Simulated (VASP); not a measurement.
Band structure of WC (wc). All values below come from revTPSS meta-GGA, VASP's PBE PAW potentials (set 64) (plane waves; VASP).

Unless said otherwise, spin-orbit coupling is left out, though it shifts the bands of the heavy elements here.

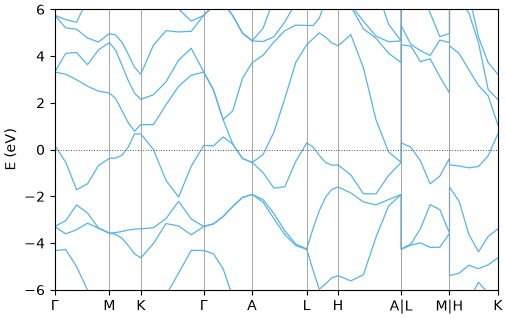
*Bands along high-symmetry lines, zero at the valence-band maximum or, without a gap, the Fermi level*

**Question.** Read the plot: is there a gap, and where are the band edges?

**Answer.** It has no gap at this level: it comes out as a metal or semimetal.

The compound is WC in the wc structure. It was relaxed first.
